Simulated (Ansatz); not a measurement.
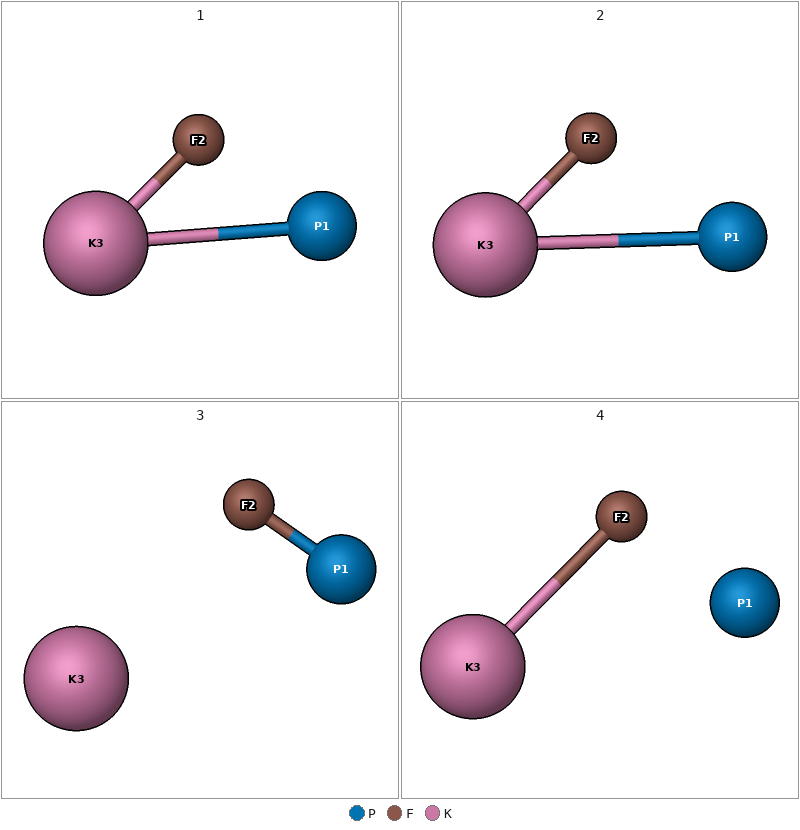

The system P + FK, spin multiplicity 4. Coordinates scanned: (1) distance P1–F2; (2) distance F2–K3. Nothing is relaxed (the angle P1–F2–K3 is fixed at 100 degrees). Grid: 13 × 13 points. All energies are given in kJ/mol relative to P far from the relaxed FK (each part in its own basis). These are results of UKS PBE0-D4/def2-SVPD (Ansatz 0.2.0), not measurements.

The numbered pictures are structures from this grid.

Rank them by energy, lowest first.

2, at distance P1–F2 = 2.437 Å, distance F2–K3 = 2.167 Å: −21 kJ/mol; 1, at distance P1–F2 = 2.130 Å, distance F2–K3 = 2.104 Å: 3.7 kJ/mol; 3, at distance P1–F2 = 1.600 Å, distance F2–K3 = 3.533 Å: 26 kJ/mol; 4, at distance P1–F2 = 2.130 Å, distance F2–K3 = 3.048 Å: 55 kJ/mol.

The map, with the structures marked:

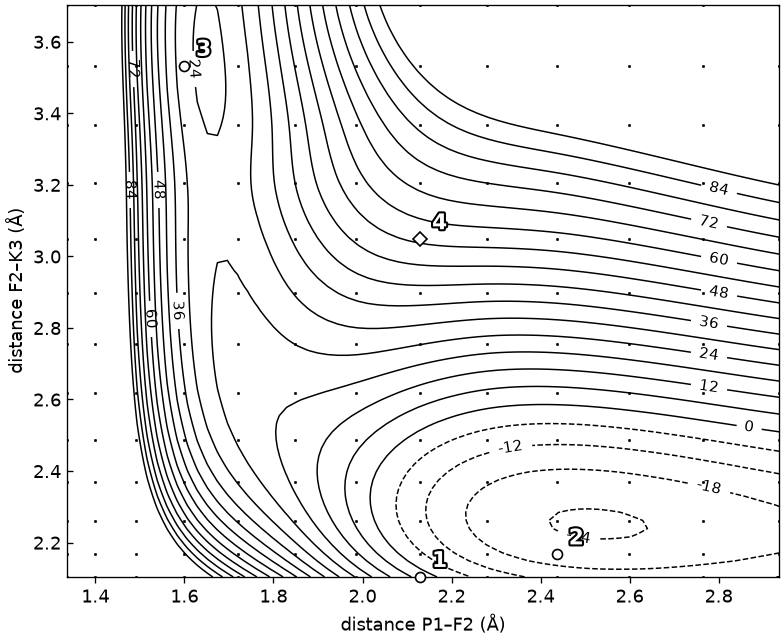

The picture shows contour lines labelled in kJ/mol (none above 90), dots at the grid points. Between grid points the surface is interpolated.
